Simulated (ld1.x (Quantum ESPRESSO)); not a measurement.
# Pseudopotential generation for copper: TM, PBE

Aim: build the potential from the settings below, then test how well it stands in for the atom: other configurations, scattering, ghost states and the plane-wave cutoff that it needs.

Method: ld1.x (Quantum ESPRESSO) 7.5, PBE, scalar-relativistic.

## (1) Settings

The settings as typed:

- element: copper (Cu, Z = 29)
- type: norm-conserving Troullier–Martins (Kleinman–Bylander form)
- frozen core: [Ar]
- valence charge: 11
- reference configuration: 3d10 4s1 4p0
- partial waves: 4s (bound): rc 1.60 bohr; 4p (bound, empty): rc 3.90 bohr; 3d (bound): rc 1.55 bohr
- local potential: the d channel
- core correction: a·sin(br)/r model core, default radius (core density twice the valence density)

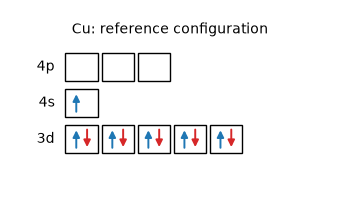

The outer shells as boxes. The arrows follow Hund's rule for the drawing; the calculation itself is spin-unpolarised.

The nodes and maxima of the atom's own shells, from an earlier all-electron run, set the scale for the radii.

All-electron outer shells of the reference configuration (PBE, scalar-relativistic, ld1.x):

```tsv
shell	level (eV)	outermost node (bohr)	outermost maximum (bohr)
3s	-114.70	0.29	0.61
3p	-72.14	0.26	0.62
3d	-5.04	–	0.60
4s	-4.61	0.89	2.27
4p	-0.70	0.97	3.65
```

## (2) Generation

Cu.in reads:

```
 &input
   title='Cu', zed=29., rel=1, dft='PBE', iswitch=3,
   config='[Ar] 3d10 4s1 4p0',
   nld=3, rlderiv=4.25, eminld=-2.0, emaxld=5.0, deld=0.02
 /
 &inputp
   pseudotype=2, tm=.true., lloc=2,
   nlcc=.true.,
   file_pseudopw='Cu.UPF', file_wfcaegen='ae.wfc', file_wfcncgen='nc.wfc', file_beta='beta', file_chi='chi'
 /
3
4S  1  0   1.00   0.00  1.60  1.60  0.0
4P  2  1   0.00   0.00  3.90  3.90  0.0
3D  3  2  10.00   0.00  1.55  1.55  0.0
 &test
   configts(1)='3d10 4s1 4p0'
 /
```

Command:

```bash
$ ld1.x < Cu.in > Cu.out
```

Output in Cu.out (without the banner and most projector matrices):

```text
     Program LD1 v.7.5
     --------------------------- All-electron run ----------------------------

     Cu
     scalar relativistic calculation

     atomic number is 29.00
     dft =PBE   lsd =0 sic =0 latt =0  beta=0.20 tr2=1.0E-14
     Exchange-correlation= PBE
                           (   1   4   3   4   0   0   0)
     mesh =1199 r(mesh) = 100.25372 a.u. xmin = -7.00 dx = 0.01250
     1 Ry =  13.60569312 eV, c = 137.03599908

     n l     nl                  e(Ry)          e(Ha)          e(eV)
     1 0     1S 1( 2.00)      -650.5489      -325.2745     -8851.1694
     2 0     2S 1( 2.00)       -78.0904       -39.0452     -1062.4738
     2 1     2P 1( 6.00)       -67.3965       -33.6983      -916.9763
     3 0     3S 1( 2.00)        -8.4305        -4.2153      -114.7030
     3 1     3P 1( 6.00)        -5.3024        -2.6512       -72.1430
     3 2     3D 1(10.00)        -0.3703        -0.1851        -5.0378
     4 0     4S 1( 1.00)        -0.3388        -0.1694        -4.6093
     4 1     4P 1( 0.00)        -0.0512        -0.0256        -0.6967

     final scf error:  5.3E-15 reached in  32 iterations

     Etot =   -3309.701531 Ry,   -1654.850765 Ha,  -45030.783357 eV

     Ekin =    3358.932341 Ry,    1679.466170 Ha,   45700.602648 eV
     Encl =   -7969.314771 Ry,   -3984.657386 Ha, -108428.051175 eV
     Eh   =    1435.751702 Ry,     717.875851 Ha,   19534.397054 eV
     Exc  =    -135.070802 Ry,     -67.535401 Ha,   -1837.731883 eV

     normalization and overlap integrals

     s(1S/1S) =  1.000000  <r> =   0.0521  <r2> =    0.0037  r(max) =   0.0341
     s(2S/2S) =  1.000000  <r> =   0.2352  <r2> =    0.0653  r(max) =   0.1960
     s(2P/2P) =  1.000000  <r> =   0.2064  <r2> =    0.0523  r(max) =   0.1585
     s(3S/3S) =  1.000000  <r> =   0.7119  <r2> =    0.5863  r(max) =   0.6112
     s(3P/3P) =  1.000000  <r> =   0.7494  <r2> =    0.6650  r(max) =   0.6189
     s(3D/3D) =  1.000000  <r> =   1.0474  <r2> =    1.5756  r(max) =   0.6036
     s(4S/4S) =  1.000000  <r> =   2.9362  <r2> =   10.2155  r(max) =   2.2710
     s(4P/4P) =  1.000000  <r> =   5.1791  <r2> =   33.4210  r(max) =   3.6517

     ------------------------ End of All-electron run ------------------------

     --------------------- Generating NC pseudopotential ---------------------

      Generating local pot.: lloc=2, matching radius rcloc =   1.5500

      Computing core charge for nlcc:

       r > 0.36 : true rho core
       r < 0.36 : rho core = a sin(br)/r    a=  46.85  b=   6.61

      Integrated core pseudo-charge :  10.71

      Wfc   4S  rcut= 1.580  Using Troullier-Martins method

      Wfc   4P  rcut= 3.887  Using Troullier-Martins method

     ------------------- End of pseudopotential generation -------------------

     [... the all-electron block is printed once more ...]


     Computing logarithmic derivative in   4.26940
     Computing logarithmic derivative in   4.26940
     Computing the partial wave expansion
     R is outside the sphere for l=    0 j= 0.00
     R is outside the sphere for l=    1 j= 0.00
       no projector for channel:   2

     ---------------------- Testing the pseudopotential ----------------------

     Cu
     scalar relativistic calculation

     atomic number is 29.00   valence charge is 11.00
     dft =PBE   lsd =0 sic =0 latt =0  beta=0.20 tr2=1.0E-14
     mesh =1199 r(mesh) = 100.25372 xmin = -7.00 dx = 0.01250

     n l     nl             e AE (Ry)        e PS (Ry)    De AE-PS (Ry)
     3 2     3D   1(10.00)       -0.37027       -0.37027        0.00000
     1 0     4S   1( 1.00)       -0.33878       -0.33878       -0.00000
     2 1     4P   1( 0.00)       -0.05121       -0.05121        0.00000

     eps = 3.2E-15  iter = 33

     Etot =   -3309.701531 Ry,   -1654.850765 Ha,  -45030.783357 eV
     Etotps =  -122.466188 Ry,     -61.233094 Ha,   -1666.237378 eV

     Ekin =     129.645072 Ry,      64.822536 Ha,    1763.911068 eV
     Encl =    -299.484252 Ry,    -149.742126 Ha,   -4074.690831 eV
     Ehrt =      94.867682 Ry,      47.433841 Ha,    1290.740575 eV
     Ecxc =     -47.947246 Ry,     -23.973623 Ha,    -652.355522 eV
     (Ecc =     -25.956126 Ry,     -12.978063 Ha,    -353.151083 eV)
     Epseu=       0.452556 Ry,       0.226278 Ha,       6.157332 eV

     ---------------------- End of pseudopotential test ----------------------
```

Run time: 1.9 s. Hardware: 1 thread of Neoverse-V1, shared host. (Generation and the later configuration tests together.)

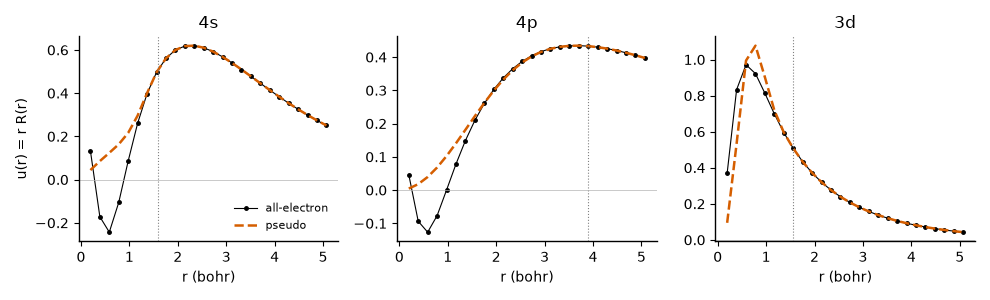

Bound waves of the atom and their pseudo partners (4s, 4p, 3d), with the matching radii dotted. The curves join 26 sampled radii, too few to resolve the innermost nodes.

## (3) Testing the new file in other configurations

Cu.test.in reads:

```
 &input
   title='Cu', zed=29., rel=1, dft='PBE', iswitch=2,
   config='[Ar] 3d10 4s1 4p0'
 /
 &test
   file_pseudo='Cu.UPF', nconf=8,
   configts(1)='3d10 4s1 4p0',
   configts(2)='3d10 4s0 4p0',
   configts(3)='3d9 4s0 4p0',
   configts(4)='3d8 4s0 4p0',
   configts(5)='3d9 4s1 4p0',
   configts(6)='3d9 4s1 4p1',
   configts(7)='3d7 4s0 4p0',
   configts(8)='3d9 4s2 4p0'
 /
```

Command:

```bash
$ ld1.x < Cu.test.in > Cu.test.out
```

Cu.test.out, the pseudopotential blocks, each with the warnings that came before it:

```text
     ---------------------- Testing the pseudopotential ----------------------

     Cu
     scalar relativistic calculation

     atomic number is 29.00   valence charge is 11.00
     dft =PBE   lsd =0 sic =0 latt =0  beta=0.20 tr2=1.0E-14
     mesh =1199 r(mesh) = 100.25372 xmin = -7.00 dx = 0.01250

     n l     nl             e AE (Ry)        e PS (Ry)    De AE-PS (Ry)
     3 2     3D   1(10.00)       -0.37027       -0.37027        0.00000
     1 0     4S   1( 1.00)       -0.33878       -0.33878       -0.00000
     2 1     4P   1( 0.00)       -0.05121       -0.05121        0.00000

     eps = 6.0E-15  iter = 36

     Etot =   -3309.701531 Ry,   -1654.850765 Ha,  -45030.783357 eV
     Etotps =  -122.466192 Ry,     -61.233096 Ha,   -1666.237421 eV

     Ekin =     129.645069 Ry,      64.822535 Ha,    1763.911024 eV
     Encl =    -299.484253 Ry,    -149.742127 Ha,   -4074.690842 eV
     Ehrt =      94.867683 Ry,      47.433842 Ha,    1290.740587 eV
     Ecxc =     -47.947247 Ry,     -23.973623 Ha,    -652.355523 eV
     (Ecc =     -25.956126 Ry,     -12.978063 Ha,    -353.151083 eV)
     Epseu=       0.452556 Ry,       0.226278 Ha,       6.157333 eV

     ---------------------- End of pseudopotential test ----------------------

     ---------------------- Testing the pseudopotential ----------------------

     Cu
     [...]
     n l     nl             e AE (Ry)        e PS (Ry)    De AE-PS (Ry)
     3 2     3D   1(10.00)       -1.00387       -1.00152       -0.00235
     1 0     4S   1( 0.00)       -0.87409       -0.87553        0.00145
     2 1     4P   1( 0.00)       -0.48142       -0.48349        0.00207

     eps = 6.5E-15  iter = 25

     Etot =   -3309.102669 Ry,   -1654.551334 Ha,  -45022.635421 eV
     Etotps =  -121.866664 Ry,     -60.933332 Ha,   -1658.080431 eV
     dEtot_ae =       0.598862 Ry
     dEtot_ps =       0.599528 Ry,   Delta E=      -0.000665 Ry

     [...]
     ---------------------- End of pseudopotential test ----------------------

     Warning: n=2, l=1 expected 0 nodes, found 1
     ---------------------- Testing the pseudopotential ----------------------

     Cu
     [...]
     n l     nl             e AE (Ry)        e PS (Ry)    De AE-PS (Ry)
     3 2     3D   1( 9.00)       -2.17762       -2.19937        0.02174  !
     1 0     4S   1( 0.00)       -1.64243       -1.64601        0.00358
     2 1     4P   1( 0.00)       -1.12816       -1.12816        0.00000

     eps = 2.9E-15  iter = 25

     Etot =   -3307.534761 Ry,   -1653.767381 Ha,  -45001.302955 eV
     Etotps =  -120.291210 Ry,     -60.145605 Ha,   -1636.645284 eV
     dEtot_ae =       2.166770 Ry
     dEtot_ps =       2.174982 Ry,   Delta E=      -0.008212 Ry

     [...]
     ---------------------- End of pseudopotential test ----------------------

     ---------------------- Testing the pseudopotential ----------------------

     Cu
     [...]
     n l     nl             e AE (Ry)        e PS (Ry)    De AE-PS (Ry)
     3 2     3D   1( 8.00)       -3.59499       -3.66305        0.06806  !
     1 0     4S   1( 0.00)       -2.53770       -2.55709        0.01939  !
     2 1     4P   1( 0.00)       -1.91536       -1.91536        0.00000

     eps = 4.0E-15  iter = 19

     Etot =   -3304.666857 Ry,   -1652.333428 Ha,  -44962.283127 eV
     Etotps =  -117.379474 Ry,     -58.689737 Ha,   -1597.029099 eV
     dEtot_ae =       5.034674 Ry
     dEtot_ps =       5.086718 Ry,   Delta E=      -0.052044 Ry

     [...]
     ---------------------- End of pseudopotential test ----------------------

     ---------------------- Testing the pseudopotential ----------------------

     Cu
     [...]
     n l     nl             e AE (Ry)        e PS (Ry)    De AE-PS (Ry)
     3 2     3D   1( 9.00)       -1.38593       -1.40366        0.01773  !
     1 0     4S   1( 1.00)       -0.99920       -0.99810       -0.00109
     2 1     4P   1( 0.00)       -0.56486       -0.56486        0.00000

     eps = 6.5E-15  iter = 18

     Etot =   -3308.850568 Ry,   -1654.425284 Ha,  -45019.205425 eV
     Etotps =  -121.608013 Ry,     -60.804006 Ha,   -1654.561300 eV
     dEtot_ae =       0.850962 Ry
     dEtot_ps =       0.858179 Ry,   Delta E=      -0.007217 Ry

     [...]
     ---------------------- End of pseudopotential test ----------------------

     BEWARE! Errors in PS-KS equations
     Warning: n=1, l=0 expected 0 nodes, found 1
     Warning: n=3, l=2 expected 0 nodes, found 1
     ---------------------- Testing the pseudopotential ----------------------

     Cu
     [...]
     n l     nl             e AE (Ry)        e PS (Ry)    De AE-PS (Ry)
     3 2     3D   1( 9.00)       -0.85163       -1.40366        0.55203  !
     1 0     4S   1( 1.00)       -0.52491       -0.99810        0.47319  !
     2 1     4P   1( 1.00)       -0.15499       -0.15335       -0.00163

     eps = 5.5E-15  iter = 40

     Etot =   -3309.200967 Ry,   -1654.600483 Ha,  -45023.972836 eV
     Etotps =  -121.761367 Ry,     -60.880683 Ha,   -1656.647792 eV
     dEtot_ae =       0.500564 Ry
     dEtot_ps =       0.704825 Ry,   Delta E=      -0.204261 Ry

     [...]
     ---------------------- End of pseudopotential test ----------------------

     ---------------------- Testing the pseudopotential ----------------------

     Cu
     [...]
     n l     nl             e AE (Ry)        e PS (Ry)    De AE-PS (Ry)
     3 2     3D   1( 7.00)       -5.21378       -5.33386        0.12008  !
     1 0     4S   1( 0.00)       -3.53893       -3.96217        0.42324  !
     2 1     4P   1( 0.00)       -2.81949       -2.81949        0.00000

     eps = 7.9E-16  iter = 16

     Etot =   -3300.278327 Ry,   -1650.139164 Ha,  -44902.574139 eV
     Etotps =  -112.896165 Ry,     -56.448082 Ha,   -1536.030570 eV
     dEtot_ae =       9.423204 Ry
     dEtot_ps =       9.570027 Ry,   Delta E=      -0.146823 Ry

     [...]
     ---------------------- End of pseudopotential test ----------------------

     ---------------------- Testing the pseudopotential ----------------------

     Cu
     [...]
     n l     nl             e AE (Ry)        e PS (Ry)    De AE-PS (Ry)
     3 2     3D   1( 9.00)       -0.69958       -0.71770        0.01812  !
     1 0     4S   1( 2.00)       -0.42717       -0.42510       -0.00206
     2 1     4P   1( 0.00)       -0.08609       -0.08490       -0.00119

     eps = 3.8E-15  iter = 33

     Etot =   -3309.556741 Ry,   -1654.778371 Ha,  -45028.813395 eV
     Etotps =  -122.312456 Ry,     -61.156228 Ha,   -1664.145745 eV
     dEtot_ae =       0.144790 Ry
     dEtot_ps =       0.153735 Ry,   Delta E=      -0.008946 Ry

     [...]
     ---------------------- End of pseudopotential test ----------------------
```

1 test gave no usable energy difference (3d9 4s1 4p1).

The tests as a table, with energies relative to 3d10 4s1 4p0. A star marks tests that logged a warning.

| valence configuration | charge | ΔE all-electron (eV) | error AE − PS (meV) |
| --- | --- | --- | --- |
| 3d10 4s0 4p0 | +1 | 8.148 | -9.0 |
| 3d9 4s0 4p0 * | +2 | 29.480 | -112 |
| 3d8 4s0 4p0 | +3 | 68.500 | -708 |
| 3d9 4s1 4p0 | +1 | 11.578 | -98 |
| 3d7 4s0 4p0 | +4 | 128.209 | -1998 |
| 3d9 4s2 4p0 | 0 | 1.970 | -122 |

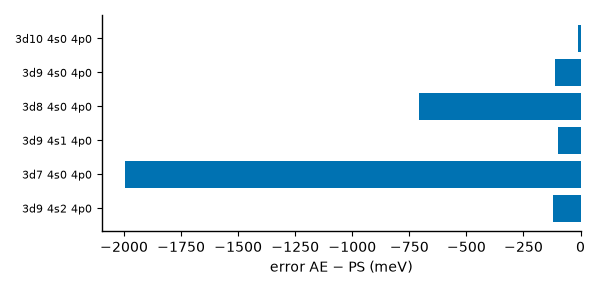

Error of the potential in each test configuration.

## (4) Scattering by logarithmic derivatives

Taken from the files of the generation run. The phase is arctan(r·u′/u) with u = r·R, unwrapped, with energies in Ry. A pole is an energy at which the radial function vanishes at the test radius. The pseudo phase is shifted by a multiple of π to meet the all-electron one at the reference energy. Levels narrower than the energy grid can be missing from the poles. The last column is the largest difference on the grid between −1 and +1 Ry.

```tsv
channel	radius (bohr)	reference (Ry)	poles AE	poles PS	window around the reference with phases within 0.05 rad (Ry)	largest difference near zero (rad)
s	4.27	-0.34	-0.15, 2.18	-0.15, 2.10	below 0.8	0.073
p	4.27	-0.05	0.40, 2.81	0.40, 2.69	below 1.2	0.007
d	4.27	-0.37	-0.37, 1.35, 4.00	-0.37, 1.39, 4.25	below 2.1	0.035
```

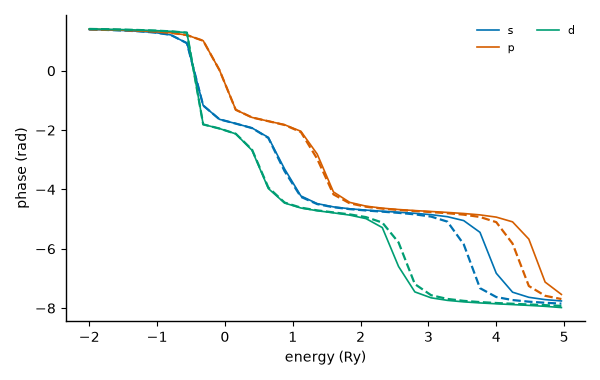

Phases by channel: all-electron solid, pseudo dashed.

## (5) Cutoff and ghost test in a Bessel basis

This step uses the generator's waves and projectors in a separate script. Basis: spherical Bessel functions vanishing at 20 bohr, q² up to the cutoff; potential fixed at the reference.

All-electron valence levels (Ry): 4s -0.3388, 4p -0.0512, 3d -0.3703. The lowest levels of each channel (Ry) by cutoff; the last column sums, over occupied levels, occupation times the distance from the level at 400 Ry. A positive value at high cutoff is not a bound level.

| cutoff (Ry) | s #1 | s #2 | p #1 | p #2 | d #1 | f #1 | Σ f·Δε (mRy) |
| --- | --- | --- | --- | --- | --- | --- | --- |
| 8 | -0.3411 | 0.0083 | -0.0511 | 0.0556 | 0.0631 | 0.1122 | 4335.9 |
| 15 | -2.0145 | -0.3042 | -0.0511 | 0.0556 | 0.0630 | 0.1122 | 4367.7 |
| 25 | -7.2783 | -0.3357 | -0.0511 | 0.0175 | 0.0630 | 0.1122 | 4335.4 |
| 35 | -10.1562 | -0.3379 | -1.4785 | -0.0511 | 0.0627 | 0.1122 | 4330.9 |
| 50 | -11.7677 | -0.3383 | -2.8187 | -0.0511 | 0.0564 | 0.1122 | 4267.6 |
| 70 | -12.1754 | -0.3387 | -3.6205 | -0.0511 | -0.2538 | 0.1122 | 1165.1 |
| 100 | -12.2341 | -0.3387 | -3.8248 | -0.0511 | -0.3646 | 0.1122 | 56.3 |
| 120 | -12.2346 | -0.3387 | -3.8269 | -0.0511 | -0.3697 | 0.1122 | 6.0 |
| 180 | -12.2384 | -0.3388 | -3.8279 | -0.0511 | -0.3701 | 0.1122 | 2.0 |
| 200 | -12.2385 | -0.3388 | -3.8281 | -0.0511 | -0.3702 | 0.1122 | 0.8 |
| 260 | -12.2385 | -0.3388 | -3.8283 | -0.0511 | -0.3703 | 0.1122 | 0.1 |
| 400 | -12.2385 | -0.3388 | -3.8283 | -0.0511 | -0.3703 | 0.1122 | 0.0 |

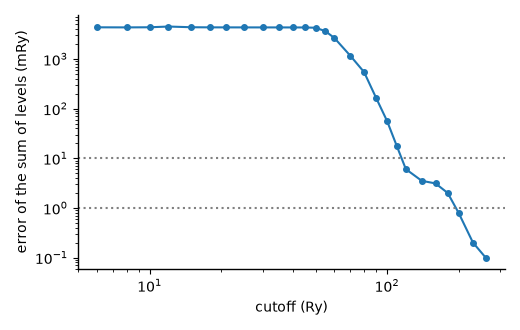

Occupation-weighted error of the valence levels against the cutoff; the dotted lines mark 10 and 1 mRy.

The sum stays within 10 mRy from 120 Ry and within 1 mRy from 200 Ry. The sum leaves out empty levels, which can need more. Ghost test: ghost states, bound below the all-electron valence or empty levels of the same l: s at -166.5 eV, p at -52.1 eV.

## (6) What came out

```
                                                quantity                                         value
               cutoffs for 10 and 1 mRy, occupied levels                             120 Ry and 200 Ry
                                            bound ghosts               s at -166.51 eV, p at -52.09 eV
                            largest test error (AE − PS)  -1998 meV, for 3d7 4s0 4p0 (1 test unsolved)
largest phase difference near zero energy, channels read                                     0.073 rad
```

What this shows: A bound ghost (s, p) makes it unfit for use: electrons can fall into a state that the atom doesn't have. By total energies transferability is poor: the largest error is 1998 meV on 128.2 eV, for 3d7 4s0 4p0. That test lies far up in energy; among those under 40 eV, nearer to bonding, the largest error is 122 meV. Of the tests 1 gave no usable energy difference, which is a warning in itself. By its cutoff, 120 Ry for the looser tolerance, it is hard. The slowest occupied level is 3d: taken alone it needs 120 Ry to come within 1 mRy, against 35 Ry for 4s. Near zero energy the largest phase difference among the channels read is 0.07 rad, in the s channel.
